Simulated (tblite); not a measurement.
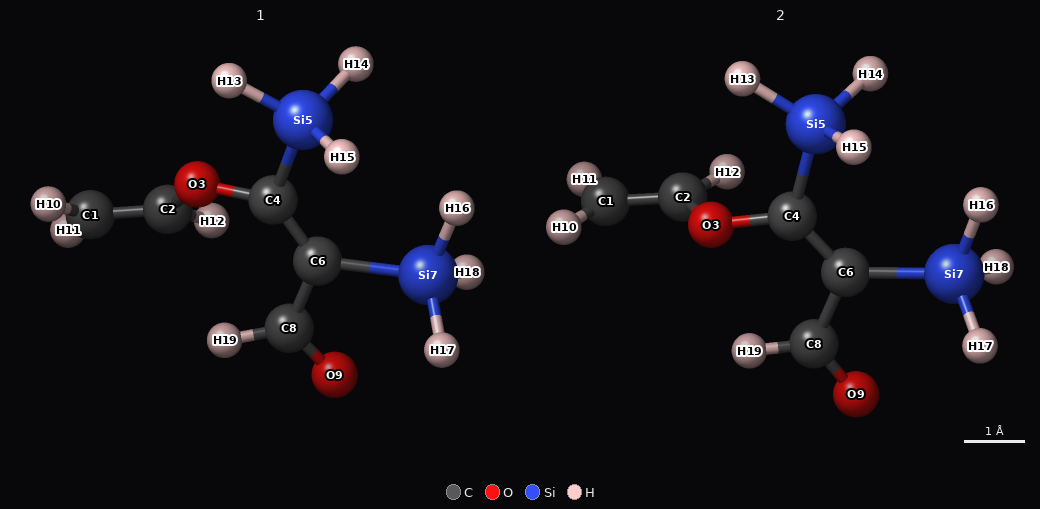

Two geometries of C₅H₁₀O₂Si₂, drawn at one scale. One is the start of a relaxation, the other its converged end. A ball-and-stick model, seen at a tilt.

Computed with tblite, GFN2-xTB geometry optimisation, gas phase. 

Which of the two is the end point?

Structure 1 is the relaxed one. The largest moves after the best rigid fit, 0.86 Å, are those of H11 and H12. Largest moves by element: H 0.86 Å, O 0.70 Å, C 0.29 Å, Si 0.28 Å. Near-neighbour distances that change, for instance: C6–C8 1.494 → 1.442 Å, C6–Si7 1.845 → 1.894 Å, O3–C4 1.403 → 1.358 Å, Si5–H15 1.492 → 1.461 Å. Among the angles between lasting bonds that change: C4–C6–C8 117.5° → 125.8°, Si7–C6–C8 113.8° → 107.3°, O3–C4–Si5 113.2° → 107.3°. Groups turn about O3–C4 by about 60°, C2–O3 by about 25°. The energy falls by 38.4 kJ/mol in 82 geometry steps. Cost: 0.8 s on 1 thread of Arm Neoverse V1 (shared host).
